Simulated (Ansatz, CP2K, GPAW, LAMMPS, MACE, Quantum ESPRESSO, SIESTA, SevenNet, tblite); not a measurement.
# Which run comes nearest? Glassy 83P2O5-8BaO-8K2O (mol %) (75 atoms)

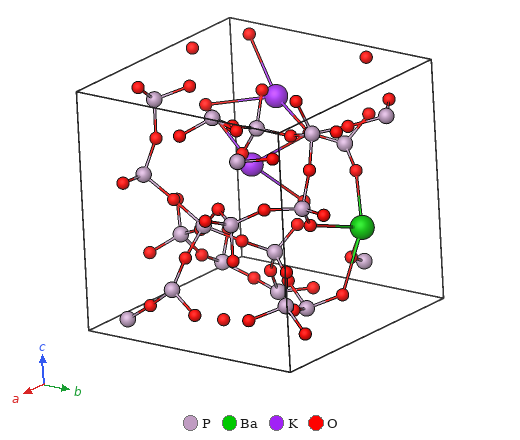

The cell (phosphorus pink, barium green, potassium purple, oxygen red). Bonds to atoms that aren't drawn are left out.

Density of this cell: 2.66 g/cm³. The cell holds 75 atoms: 20 P, 1 Ba, 2 K and 52 O. Cell: a = 10.140 Å, b = 10.140 Å, c = 10.140 Å, α = 90.0°, β = 90.0°, γ = 90.0°. 75 atoms (20 P, 1 Ba, 2 K, 52 O) placed at random at 2.53 g/cm³, melted at 4000 K for 10 ps at fixed volume with the Morse and Coulomb pair potential with partial charges (Pedone, Malavasi, Menziani, Cormack and Segre, J. Phys. Chem. B 110, 11780 (2006)). Quenched from 4000 K to 300 K at 20 K/ps and fixed volume, held 10 ps at zero pressure.

Geometry: as built.

The reference, a calculation:

| Quantity | Value |
| --- | --- |
| method | Kohn-Sham DFT, PBE, SSSP efficiency 1.3.0 pseudopotentials, plane waves (Quantum ESPRESSO 7.5); sssp-pbe-1.3.0-efficiency, cutoffs 60/480 Ry, Γ point |
| r.m.s. force component | 1.532 eV/Å |
| longest force | 8.042 eV/Å |
| pressure | 3.055 GPa |
| time | 4.2 min on 4 MPI ranks of Arm Neoverse V1, shared host |
| CPU time | 17 min |

Q: Estimate the differences from the reference, the CPU time and the memory of each run.
- SIESTA PBE, SZP, shift 0.01 Ry, mesh 500 Ry (SIESTA 5.4.2; 2 MPI ranks)
- MACE MP-0b2 small potential (MACE MP-0b2 small; 1 thread)
- GPAW PBE, LCAO sz(dzp), h 0.18 Å (GPAW 26.7.0; 1 thread)
- SIESTA PBE, DZP, shift 0.01 Ry, mesh 100 Ry (SIESTA 5.4.2; 1 thread)
- tblite GFN1-xTB (tblite 0.8.0; 1 thread)
- SevenNet 0 potential (SevenNet 0; 1 thread)
- SevenNet l3i5 potential (SevenNet l3i5; 1 thread)
- CP2K PBE, DZVP-UZH, 600/50 Ry, diagonalisation (CP2K 2026.2; 4 MPI ranks)
- GPAW PBE, LCAO dzp, h 0.18 Å (GPAW 26.7.0; 1 thread)
- SIESTA PBE, DZP, shift 0.01 Ry, mesh 500 Ry (SIESTA 5.4.2; 2 MPI ranks)

Differences are against the plane-wave reference, forces as r.m.s. over components; share is that over the reference's r.m.s. force, slope the least-squares factor from reference forces to these. Total energies of different programs have different zeros and aren't compared.

```
                                                 run  Δ force, r.m.s. (meV/Å)  share (%)  slope  Δ pressure (GPa)  cores  CPU time  memory (GiB)
                                           reference                        -          -      -                 -      4    17 min           3.2
SIESTA PBE, SZP, shift 0.01 Ry, mesh 500 Ry (coarse)                      835       54.5  1.258              12.4      2   4.8 min           1.6
                         MACE MP-0b2 small potential                      446       29.1  0.887            -0.985      1     7.4 s          0.67
           GPAW PBE, LCAO sz(dzp), h 0.18 Å (coarse)                     3118        204  0.887                 -      1      87 s          0.98
SIESTA PBE, DZP, shift 0.01 Ry, mesh 100 Ry (coarse)                      272       17.8  1.071              2.52      1      64 s           0.4
                                     tblite GFN1-xTB                      676       44.2  1.046             0.503      1     4.6 s          0.11
                                SevenNet 0 potential                      290       18.9  0.942             -1.10      1     8.7 s          0.87
                             SevenNet l3i5 potential                      239       15.6  0.957             -1.09      1      11 s           1.4
      CP2K PBE, DZVP-UZH, 600/50 Ry, diagonalisation                      142       9.29  1.034             0.474      4   5.7 min           3.9
                        GPAW PBE, LCAO dzp, h 0.18 Å                      471       30.8  1.069                 -      1   2.7 min           1.2
         SIESTA PBE, DZP, shift 0.01 Ry, mesh 500 Ry                      269       17.5  1.071              2.42      2   6.9 min           1.8
```

Rows marked coarse were listed beforehand as settings not expected to be converged; some can still land near the reference.

Times of the machine-learned potentials are mostly Python's start and the loading of weights.

CPU time is summed over cores on a shared host, where runs went side by side, so it is rough. Symmetry, cutoffs, thresholds, outputs and thread counts weren't matched or tuned between programs; memory under MPI is the largest rank's times the ranks.

The PBE runs in local orbitals, coarse settings apart, differ by 9.3 % (CP2K PBE, DZVP-UZH, 600/50 Ry, diagonalisation) to 31 % (GPAW PBE, LCAO dzp, h 0.18 Å); basis, grid and potentials can all enter. Tight binding differs by 44 % (tblite GFN1-xTB); it is another model, with fitted parameters of its own, and the xTB methods hold dispersion. Machine-learned potentials differ by 16 % (SevenNet l3i5 potential) to 29 % (MACE MP-0b2 small potential); they were trained on other programs' data. Runs with settings chosen to be coarse differ by 18 % (SIESTA PBE, DZP, shift 0.01 Ry, mesh 100 Ry) to 204 % (GPAW PBE, LCAO sz(dzp), h 0.18 Å), their programs' other errors included. Periodic xTB results under one method name differ between programs and library versions. Machine-learned potentials mimic data converged in k, so the reference's own k-point error enters their differences. The network of bonds at the start is that of the classical potential that made the cell, and needn't be the one that DFT or experiment would give. The electronic-structure runs sample only Γ, in a cell whose shortest periodic width is 10 Å.

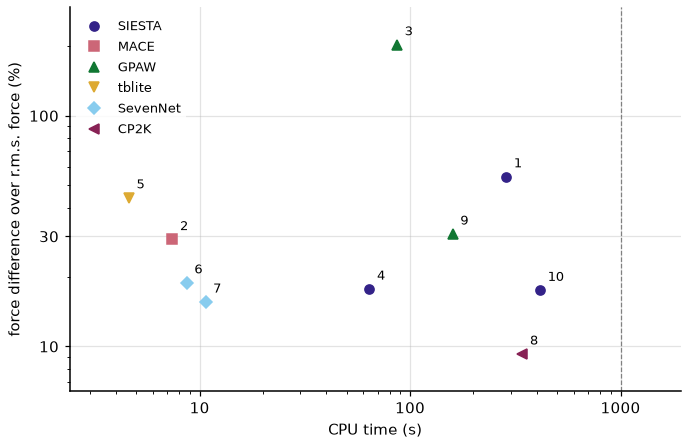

Force difference against CPU time; the dashed line marks the reference's time. Points: 1 SIESTA PBE, SZP, shift 0.01 Ry, mesh 500 Ry; 2 MACE MP-0b2 small potential; 3 GPAW PBE, LCAO sz(dzp), h 0.18 Å; 4 SIESTA PBE, DZP, shift 0.01 Ry, mesh 100 Ry; 5 tblite GFN1-xTB; 6 SevenNet 0 potential; 7 SevenNet l3i5 potential; 8 CP2K PBE, DZVP-UZH, 600/50 Ry, diagonalisation; 9 GPAW PBE, LCAO dzp, h 0.18 Å; 10 SIESTA PBE, DZP, shift 0.01 Ry, mesh 500 Ry.

[Logs are printed without paths, hosts, clocks, repeated set-up lines and the standing remarks that a program may print on its own settings, such as how far it seeks lower states.]

[Hosts, paths, dates, database ids (printed as entryN), source tags and the programs' standing remarks are cut or masked in the printed files.]
